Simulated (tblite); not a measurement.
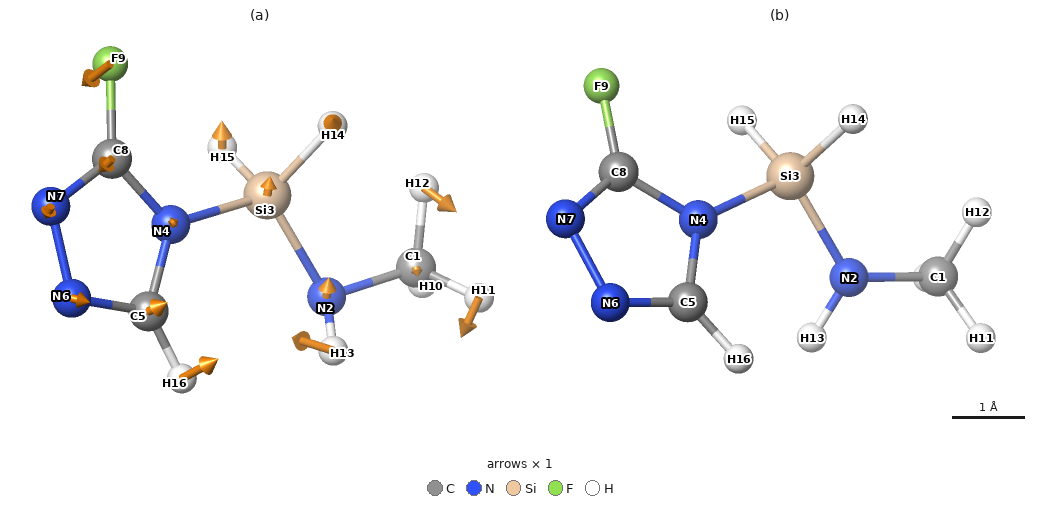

The structure of C3H7FN4Si before (left) and after (right) a relaxation, at one scale. The orange arrows give the displacements, at their true length.

Style: ball-and-stick. Shown at a tilt.

Theory: GFN2-xTB geometry optimisation, gas phase (tblite). 

Q: Describe what moved and what it gained.

A: The largest move after the best rigid fit is that of H13, 0.94 Å. By element the largest moves are H 0.94 Å, F 0.70 Å, C 0.36 Å, N 0.32 Å, Si 0.28 Å. Near-neighbour distances that change, for instance: C5–N6 1.367 → 1.293 Å, N7–C8 1.340 → 1.289 Å, Si3–N4 1.809 → 1.763 Å, C1–H12 1.129 → 1.086 Å. Among the angles between lasting bonds that change: C1–N2–Si3 108.4° → 122.9°, N2–Si3–H15 108.5° → 119.1°, C5–N4–C8 110.2° → 100.9°. Groups turn about Si3–N4 by about 20°. After 137 geometry steps the energy has fallen by 0.889 eV. The run took 1 s on 1 thread of AMD EPYC 7R43 64-Core Processor, on a shared host.
